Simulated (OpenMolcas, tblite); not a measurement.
# AsF3 (SMILES F[As](F)F): methods side by side

The species is AsF3 (4 atoms), meant as a singlet with charge 0. SMILES: `F[As](F)F`. The shape is that of a PBE0-D4/def2-TZVP optimisation.

Each level gives the HOMO–LUMO gap (eV). The values are calculated.

```csv
level,kind,program,value (eV),CPU time
GFN2-xTB,semi-empirical,tblite,7.25,under 2 s
HF/cc-pVDZ,Hartree–Fock,OpenMolcas,16.05,5.3 s
SVWN5/cc-pVDZ,LDA,OpenMolcas,6.56,12 s
PBE/cc-pVDZ,GGA,OpenMolcas,6.60,15 s
M06-L/cc-pVDZ,meta-GGA,OpenMolcas,7.22,20 s
B3LYP/cc-pVDZ,global hybrid,OpenMolcas,8.51,14 s
PBE0/cc-pVDZ,global hybrid,OpenMolcas,8.99,13 s
B2PLYP/cc-pVDZ,double hybrid,OpenMolcas,11.62,10 s
```

All-electron rows without a relativistic Hamiltonian named are non-relativistic. The values span 6.56 to 16.05 eV. Orbital gaps aren't excitation energies, and those of double hybrids come from the SCF part alone; they tend to grow with the share of exact exchange. CPU times are rough (shared hosts, several kinds of processor): they show what a rung costs within a factor of a few.

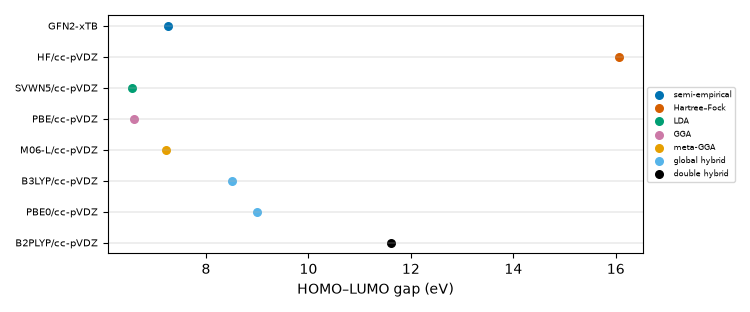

The values of the table, level by level.
